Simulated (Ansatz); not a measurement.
# CHClFNSi (SMILES FC1=N[SiH]1Cl) at PBE/6-31G(d) (spherical functions)

What is the vertical ionisation energy of CHClFNSi at PBE/6-31G* (spherical functions)? 

Program for the calculation: Ansatz 0.2.0.

153 further runs of the same task are left out: 153 set aside as unsound or not needed. Runs told in other sessions of the task aren't counted.

### 1 Starting point

CHClFNSi has 6 atoms, charge 0, and is taken as a singlet. As SMILES, `FC1=N[SiH]1Cl`. The shape is that of a PBE0-D4/def2-TZVP optimisation.

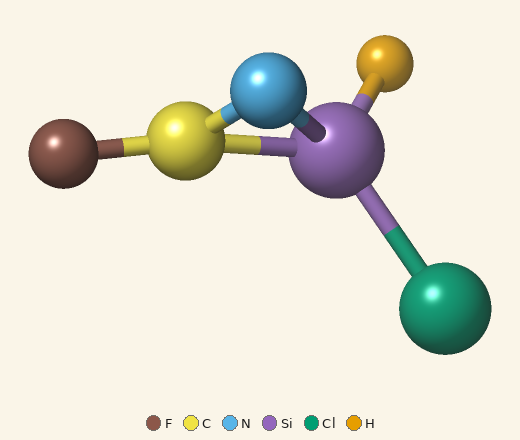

The structure, seen from a chosen angle (fluorine brown, carbon yellow, nitrogen blue, silicon purple, chlorine teal, hydrogen amber).

### 2 The energy at PBE/6-31G(d) (spherical functions)

Input file job.yaml:

```yaml
crystal:
  periodic: [false, false, false]
  atoms:
    - {symbol: F, position_ang: [0.158300, -2.281300, -0.638700]}
    - {symbol: C, position_ang: [0.216600, -1.043700, -0.212100]}
    - {symbol: "N", position_ang: [1.240300, -0.391700, 0.161000]}
    - {symbol: Si, position_ang: [-0.233900, 0.593200, 0.234800]}
    - {symbol: Cl, position_ang: [-0.525700, 2.070200, -1.116500]}
    - {symbol: H, position_ang: [-0.813600, 0.989400, 1.525400]}
basis:
  gaussian:
    orbitals: 6-31G_st_-spherical.json
hamiltonian:
  xc: {name: PBE}
accuracy: high
output:
  orbitals: {seedname: orbitals}
```

The basis set 6-31G* is read from a file made from the Basis Set Exchange's data (not shown).

Command:

```sh
$ ansatz run job.yaml --threads 1 --pin off --max-ram 3480MiB --events-out events.jsonl --progress --plain --runs-dir runs
```

What it wrote:

```text
Warning: RAYON_NUM_THREADS=1 ignored (pool sized by the plan → 1); use --threads N
Functional definition: PBE
  name "PBE"
  parameter kappa = 0.804
  parameter beta = 0.06672455060314922
  exchange = pbe_x(kappa = kappa, mu = beta*pi^2/3)
  correlation = pbe_c(beta = beta)
1730 factors; integrals over basis functions are off by at most 8.7e-9 eV
mean field evaluation 1: about -25637.0235 eV, gradient 5.6e1 eV
mean field evaluation 2: about -25568.9154 eV, gradient 1.5e2 eV
mean field evaluation 4: about -25643.8745 eV, gradient 1.0e1 eV
mean field evaluation 8: about -25644.1073 eV, gradient 3.8e-1 eV
mean field evaluation 16: about -25644.1076 eV, gradient 3.7e-5 eV
mean field -25644.10761740 eV, -942.4035727389 hartree, gradient 5.5e-8 eV, S^2 0.000000; 0 other end points of the search recorded, 0 dependent functions left out
reference -25644.10762029 eV, -942.4035728453 hartree; 27, 27 occupied and 53, 53 virtual orbitals, 1730 factors
Total energy: -25644.10762029 eV, -942.4035728453 hartree
```

Wall time 6 s (1 thread of Arm Neoverse V1, shared host); peak memory 0.19 GiB.

### 3 The doublet cation at the same level

Input file input.yaml:

```yaml
crystal:
  periodic: [false, false, false]
  atoms:
    - {symbol: F, position_ang: [0.158300, -2.281300, -0.638700]}
    - {symbol: C, position_ang: [0.216600, -1.043700, -0.212100]}
    - {symbol: "N", position_ang: [1.240300, -0.391700, 0.161000]}
    - {symbol: Si, position_ang: [-0.233900, 0.593200, 0.234800]}
    - {symbol: Cl, position_ang: [-0.525700, 2.070200, -1.116500]}
    - {symbol: H, position_ang: [-0.813600, 0.989400, 1.525400]}
basis:
  gaussian:
    orbitals: 6-31G_st_-spherical.json
total_charge: 1
magnetization:
  spin_polarized: true
  initial_magnetization: 1
hamiltonian:
  xc: {name: PBE}
accuracy: high
output: {orbitals: {seedname: orbitals}}
```

The basis set 6-31G* is read from a file made from the Basis Set Exchange's data (not shown).

Command:

```sh
$ ansatz run input.yaml --threads 1 --pin off --max-ram 3480MiB --events-out events.jsonl --progress --plain --runs-dir runs
```

What it wrote:

```text
Warning: RAYON_NUM_THREADS=1 ignored (pool sized by the plan → 1); use --threads N
Functional definition: PBE
  name "PBE"
  parameter kappa = 0.804
  parameter beta = 0.06672455060314922
  exchange = pbe_x(kappa = kappa, mu = beta*pi^2/3)
  correlation = pbe_c(beta = beta)
1729 factors; integrals over basis functions are off by at most 8.7e-9 eV
mean field evaluation 1: about -25617.8529 eV, gradient 5.4e1 eV
mean field evaluation 2: about -25469.8839 eV, gradient 1.4e2 eV
mean field evaluation 4: about -25631.5426 eV, gradient 2.4e1 eV
mean field evaluation 8: about -25634.5281 eV, gradient 7.7e-1 eV
mean field evaluation 16: about -25634.5192 eV, gradient 4.8e-4 eV
mean field evaluation 32: about -25632.8174 eV, gradient 4.5e0 eV
mean field -25634.51923987 eV, -942.0512063641 hartree, gradient 1.9e-8 eV, S^2 0.752196; 2 other end points of the search recorded, 0 dependent functions left out
reference -25634.51924268 eV, -942.0512064672 hartree; 27, 26 occupied and 53, 54 virtual orbitals, 1729 factors
Total energy: -25634.51924268 eV, -942.0512064672 hartree
```

Wall time 10 s (1 thread of Arm Neoverse V1, shared host); peak memory 0.25 GiB.

### 4 Results

Level: PBE/6-31G* (spherical functions).

| quantity | value |
| --- | --- |
| singlet CHClFNSi: total energy | -942.40357 Eh |
| singlet CHClFNSi: HOMO energy | -6.19 eV |
| singlet CHClFNSi: LUMO energy | -1.53 eV |
| singlet CHClFNSi: HOMO–LUMO gap | 4.66 eV |
| doublet cation: total energy | -942.05121 Eh |
| doublet cation: HOMO energy (highest over α and β) | -13.93 eV |
| doublet cation: LUMO energy (lowest over α and β) | -12.94 eV |
| doublet cation: ⟨S²⟩ | 0.752 |
| vertical ionisation energy (to the doublet cation) | 9.588 eV |

**Reading.** The vertical ionisation energy comes to 9.59 eV (221 kcal/mol). The negative HOMO energy of the first species, 6.19 eV, lies 3.40 eV below that difference.
